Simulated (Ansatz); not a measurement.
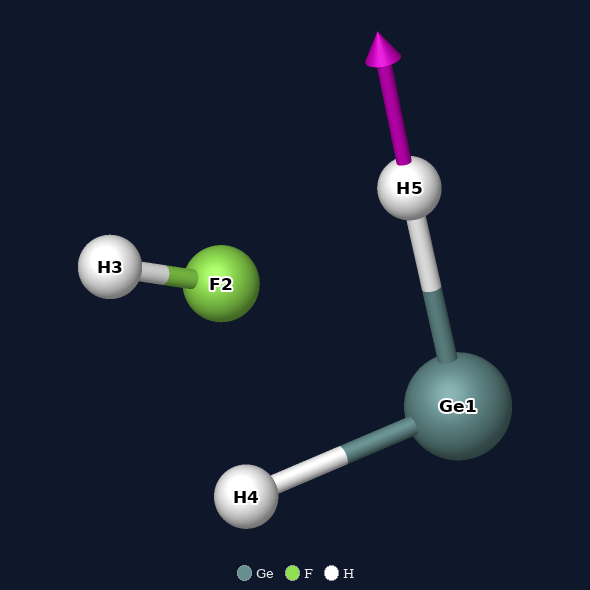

The arrows show one normal mode. Harmonic vibrations computed with RKS PBE0-D4/def2-TZVP (Ansatz 0.2.0) at a stationary point of the same level.

> Describe the motion.

Mostly Ge–H stretching.

> At what wavenumber does it lie?

1905 cm⁻¹; it is mode 8 of 9 counted from the lowest.
